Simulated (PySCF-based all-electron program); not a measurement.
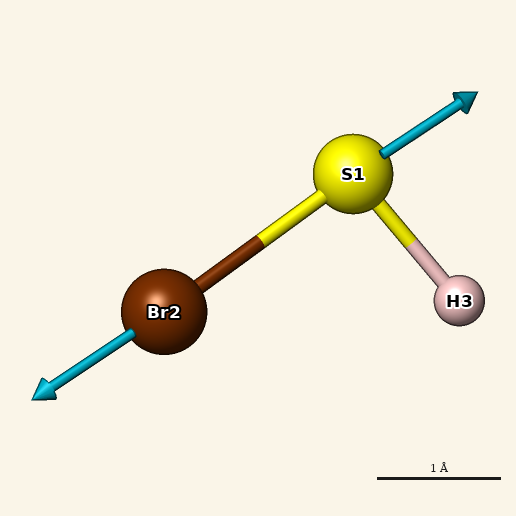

Arrows show the forces on the atoms, 0.2 Å of arrow for 1 eV/Å; forces under a tenth of the largest aren't drawn. Level of theory: PBE, all-electron, scalar-relativistic (Koelling-Harmon), large uncontracted Gaussian sets (PySCF-based all-electron program).

> Which bond do the forces act along most?

S1–Br2, now 1.988 Å: the forces push its atoms apart, so a first step downhill lengthens it.

List the force components in the frame of the picture (x right, y up, z towards the viewer), in eV/Å.

| atom | Fx | Fy | Fz |
| --- | --- | --- | --- |
| S1 | 3.93 | 2.59 | −1.43 |
| Br2 | −4.16 | −2.78 | 1.52 |
| H3 | 0.23 | 0.19 | −0.09 |
